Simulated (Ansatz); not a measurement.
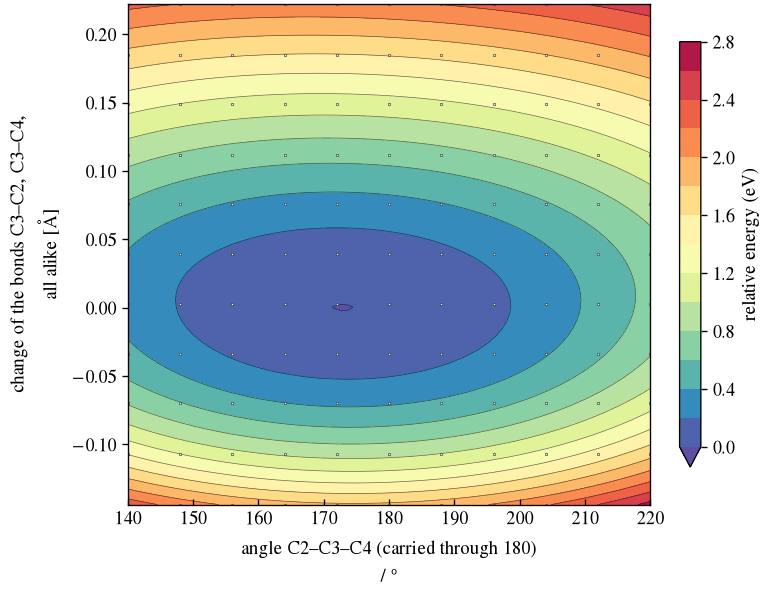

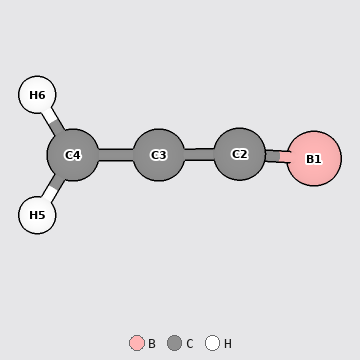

Energy landscape of C3H2B, charge +1. Coordinates scanned: (1) angle C2–C3–C4 (carried through 180); (2) change of the bonds C3–C2, C3–C4, all alike. Nothing is relaxed (all other coordinates rigid). Grid: 11 × 11 points. Points are written as (first, second). All energies are given in eV relative to the lowest grid point. The calculation used RKS PBE-D4/def2-TZVP in Ansatz.

Drawn: filled contours, dots at the grid points. Between grid points the surface is interpolated. The second picture is the structure at the lowest point.

Q: Where are the wells?

A: The lowest grid point is at (172°, 0.003 Å). It is the only kind of minimum in the scanned range. The highest grid point, (220°, −0.144 Å), lies 2.67 eV above the lowest. Round the minimum the two coordinates are nearly uncoupled.

Grid values (eV):

```tsv
second ↓, first →	140	148	156	164	172	180	188	196	204	212	220
0.222	2.26	2.20	2.16	2.14	2.15	2.17	2.21	2.26	2.33	2.42	2.52
0.185	1.74	1.67	1.62	1.59	1.59	1.61	1.65	1.72	1.80	1.90	2.02
0.149	1.28	1.20	1.14	1.11	1.10	1.12	1.17	1.24	1.33	1.44	1.58
0.112	0.88	0.78	0.72	0.68	0.67	0.69	0.73	0.81	0.91	1.04	1.19
0.076	0.58	0.47	0.39	0.34	0.33	0.35	0.39	0.48	0.59	0.73	0.90
0.039	0.39	0.26	0.17	0.11	0.09	0.11	0.16	0.25	0.37	0.52	0.71
0.003	0.33	0.19	0.09	0.02	0.00	0.02	0.07	0.16	0.29	0.46	0.66
−0.034	0.46	0.30	0.18	0.11	0.08	0.10	0.15	0.25	0.39	0.57	0.79
−0.070	0.79	0.61	0.48	0.40	0.37	0.38	0.44	0.55	0.69	0.89	1.13
−0.107	1.39	1.20	1.06	0.97	0.93	0.95	1.01	1.11	1.27	1.48	1.73
−0.144	2.32	2.12	1.97	1.87	1.83	1.84	1.90	2.01	2.18	2.40	2.67
```

Each point was launched as `ansatz run input.yaml --threads 1 --pin off --max-ram 2560MiB --backend cpu --events-out ev --progress --plain --runs-dir out`. Time for the 121 points that were run: 8.9 min on 1 thread of Arm Neoverse V2 (shared host).
